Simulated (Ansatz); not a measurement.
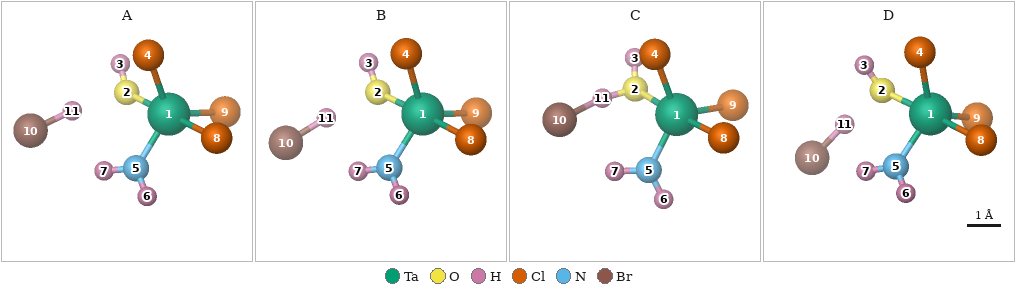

4 geometries from a converged minimum-energy path of TaNH$_{4}$OBrCl$_{3}$, shuffled. The picture is a ball-and-stick view, seen at a tilt.

Computed with RKS PBE/def2-SVP in Ansatz 0.2.0. Run with 7 movable images; climbing image; force threshold 0.05 eV/Å; iteration limit 60; starting path through a guess of the saddle point.

Question: Which of them lies highest in energy?

Answer: C. In order along the path, whose images run from 0 to 8: D (image 0, 0.00 eV), B (image 2, +0.05 eV), A (image 3, +0.10 eV), C (image 5, +0.45 eV). Breaking: Br10–H11 (1.47 → 1.86 at the top → 2.74 Å). Forming: O2–H11 (1.78 → 1.11 at the top → 0.98 Å), Ta1–Br10 (4.48 → 3.61 at the top → 2.55 Å).

The run took 7.3 min on 4 threads of Intel(R) Xeon(R) 6975P-C (Granite Rapids), with other jobs on the host, peak memory 0.34 GiB.
